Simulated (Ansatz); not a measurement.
**CH6BF: frequency calculation**

System: CH6BF.
Method: RKS B3LYP/def2-TZVP (Ansatz 0.2.0).

It belongs to a series of runs on one base structure; here: vibrations at the highest image of the band.

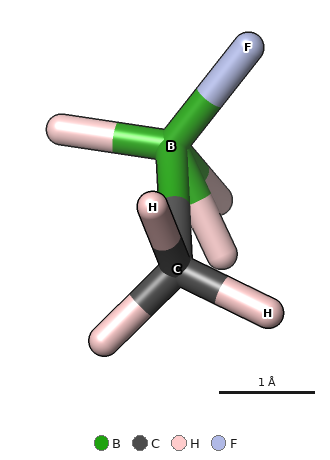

Fig. 1: The input geometry (stick view, seen at an oblique angle). Bond lengths as drawn: B–C 1.78 Å, B–F 1.37 Å, B–H 1.19 to 1.30 Å and C–H 1.09 Å.

Results in brief:

| quantity | value |
| --- | --- |
| outcome | converged |
| total energy | −4529.7526 eV |
| mean-field energy | −4529.7526 eV |
| largest force (length of the vector) | 0.006 eV/Å |
| hardware | 4 threads of Arm Neoverse V1, 24 GiB of memory available, shared host |
| wall time | 35 s (CPU time 2.1 min) |
| peak memory | 0.2 GiB |

Input file:
```yaml
crystal:
  periodic: [false, false, false]
  atoms:
    - { symbol: B, position_ang: [-0.056718, -0.315653, 0.177904] }
    - { symbol: C, position_ang: [-0.020396, -0.027404, 1.932719] }
    - { symbol: H, position_ang: [-0.993646, -0.110218, 2.412583] }
    - { symbol: H, position_ang: [0.745062, -0.508422, 2.546173] }
    - { symbol: H, position_ang: [0.252944, 1.023207, 1.845304] }
    - { symbol: F, position_ang: [1.138225, 0.069291, -0.376036] }
    - { symbol: H, position_ang: [-1.093023, 0.114423, -0.216524] }
    - { symbol: H, position_ang: [-0.186738, -1.610662, 0.088463] }
    - { symbol: H, position_ang: [-0.023412, -1.206564, 1.077313] }
basis:
  gaussian: { orbitals: def2-TZVP }
hamiltonian:
  xc: b3lyp
phonons: {}
```

Command:
```bash
ansatz run input.yaml --threads 4 --pin off --max-ram 5120MiB --backend cpu --events-out ev --progress --plain --runs-dir out
```

Log:
```
Engine: ansatz 0.2.0, aarch64-unknown-linux-gnu
Functional definition: B3LYP
  parameter a0 = 0.2
  parameter ax = 0.72
  parameter ac = 0.81
  exchange = (1 - a0 - ax)*slater_x + ax*b88_x + a0*exact_x
  correlation = (1 - ac)*vwn_rpa_c + ac*lyp_c
769 factors; their error is unknown
mean field evaluation 1: about -4523.4481 eV, gradient 5.5e1 eV
mean field evaluation 2: about -4519.1691 eV, gradient 6.9e1 eV
mean field evaluation 4: about -4529.7372 eV, gradient 3.3e0 eV
mean field evaluation 8: about -4529.7546 eV, gradient 2.9e-2 eV
mean field evaluation 16: about -4529.7524 eV, gradient 7.1e-6 eV
mean field -4529.75237003 eV, -166.4653292223 hartree, gradient 7.1e-6 eV, S^2 0.000000; 0 other end points of the search recorded, 0 dependent functions left out
the calculation of the forces begins
reference -4529.75260275 eV, -166.4653377745 hartree; 13, 13 occupied and 116, 116 virtual orbitals, 769 factors
these checks for a lower state are left out or cut short: stability, starts, cluster_reference, orbital_swaps, neighbouring_geometries, increment
769 factors; their error is unknown
mean field -4529.75222313 eV, -166.4653238235 hartree, gradient 1.8e-6 eV, S^2 0.000000; 0 other end points of the search recorded, 0 dependent functions left out
[... from here on the field's lines of each further geometry are left out, up to the last ...]
the calculation of the forces begins
reference -4529.75257168 eV, -166.4653366328 hartree; 13, 13 occupied and 116, 116 virtual orbitals, 769 factors
these checks for a lower state are left out or cut short: stability, starts, cluster_reference, orbital_swaps, neighbouring_geometries, increment
769 factors; their error is unknown
mean field -4529.75234467 eV, -166.4653282901 hartree, gradient 1.8e-6 eV, S^2 0.000000; 0 other end points of the search recorded, 0 dependent functions left out
the calculation of the forces begins
reference -4529.75257743 eV, -166.4653368439 hartree; 13, 13 occupied and 116, 116 virtual orbitals, 769 factors
WARN: phonons: modes at or below zero, which the zero-point energy, F, S and C_V leave out: 1, the lowest at -1252.47 cm⁻¹. A minimum has none, and a first-order saddle one
Total energy: -4529.75260275 eV, -166.4653377745 hartree
Atom 0 at    -0.056718    -0.315653     0.177904 Å, force    -0.000127     0.003151    -0.005515 eV/Å
Atom 1 at    -0.020396    -0.027404     1.932719 Å, force    -0.000288     0.002238     0.003587 eV/Å
Atom 2 at    -0.993646    -0.110218     2.412583 Å, force     0.000101     0.000527    -0.000328 eV/Å
Atom 3 at     0.745062    -0.508422     2.546173 Å, force    -0.000492    -0.000511     0.000081 eV/Å
Atom 4 at     0.252944     1.023207     1.845304 Å, force     0.000897    -0.000185     0.000266 eV/Å
Atom 5 at     1.138225     0.069291    -0.376036 Å, force    -0.001443    -0.000882     0.001236 eV/Å
Atom 6 at    -1.093023     0.114423    -0.216524 Å, force    -0.000192    -0.000895     0.000414 eV/Å
Atom 7 at    -0.186738    -1.610662     0.088463 Å, force     0.000914     0.000177     0.001422 eV/Å
Atom 8 at    -0.023412    -1.206564     1.077313 Å, force     0.000630    -0.003621    -0.001163 eV/Å
Dipole moment:    -0.198900    -0.198466     0.467317 e Å
Vibrations: -1252.47 177.08 325.65 641.71 753.57 881.09 895.90 1009.78 1072.18 1168.88 1218.75 1284.16 1319.50 1471.11 1490.11 2110.55 2385.78 2647.15 3040.16 3113.70 3146.51 cm⁻¹, zero-point energy 1.869268 eV
```

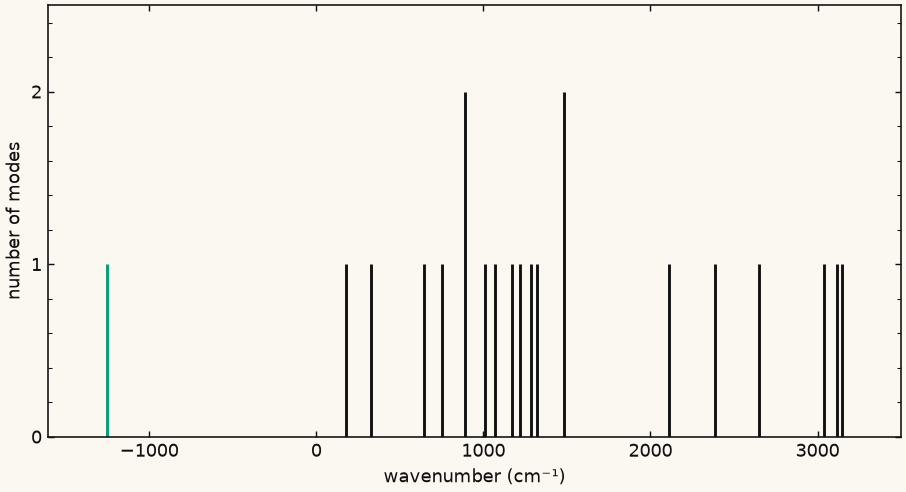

Fig. 2: Harmonic vibrational wavenumbers from the force constants; neighbouring modes closer than 20 cm⁻¹ are counted in one stick, and imaginary ones are drawn at negative wavenumbers. 21 modes from 1252i to 3147 cm⁻¹, 1 imaginary beyond 8i (1252i cm⁻¹): a first-order saddle point, if the geometry is stationary.
